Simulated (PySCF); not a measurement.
SMILES C#C[SiH2]c1ccccc1 at its GFN2-xTB optimised geometry (Å):

```
17

C      0.2886    -3.2474     0.0154
C     -0.4847    -2.3271     0.0089
Si    -1.6754    -0.9111    -0.0012
C     -0.6755     0.6923     0.0000
C     -1.3296     1.9214     0.0001
C     -0.6224     3.1094     0.0002
C      0.7625     3.0897     0.0000
C      1.4305     1.8771     0.0000
C      0.7160     0.6923     0.0000
H      0.9661    -4.0530     0.0213
H     -2.5111    -0.9893     1.2054
H     -2.4980    -0.9957    -1.2163
H     -2.4111     1.9470     0.0003
H     -1.1498     4.0530     0.0003
H      1.3182     4.0164     0.0000
H      2.5111     1.8555     0.0000
H      1.2434    -0.2515     0.0001
```

Level of theory: PySCF with CAM-B3LYP/def2-SVP.

Map of the log10 of the electron density (e/bohr³), floored at −4 on the plane z = 0.6 Å:

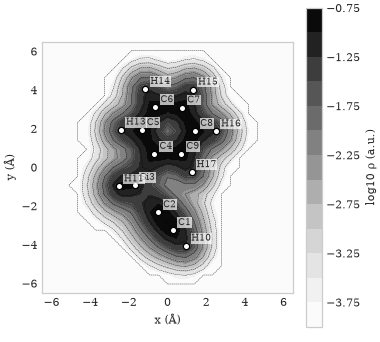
Log10 of the electron density (e/bohr³), floored at −4 on the plane z = 0.6 Å.
